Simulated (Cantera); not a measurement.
Charge: 1 mol Si, a varied amount of F2, 18 mol H2, at 648 K and 4.80e-5 bar.

These are equilibrium values from Cantera (NASA tables, ideal gas, pure condensed phases), not measurements of a reactor. Candidate condensed phases: Si; 25 gas species. The numbers say what is thermodynamically allowed, not how fast it happens.

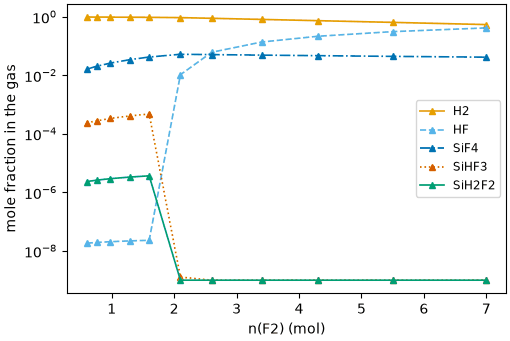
Fig. 1. Equilibrium gas composition (values under 1e-9 drawn at 1e-9)

From 0.6 mol F2 to 1.6 mol F2 the condensed part is Si(s). From 2.1 mol F2 to 7 mol F2 nothing is condensed. The main Si-bearing gas is SiF4 throughout.
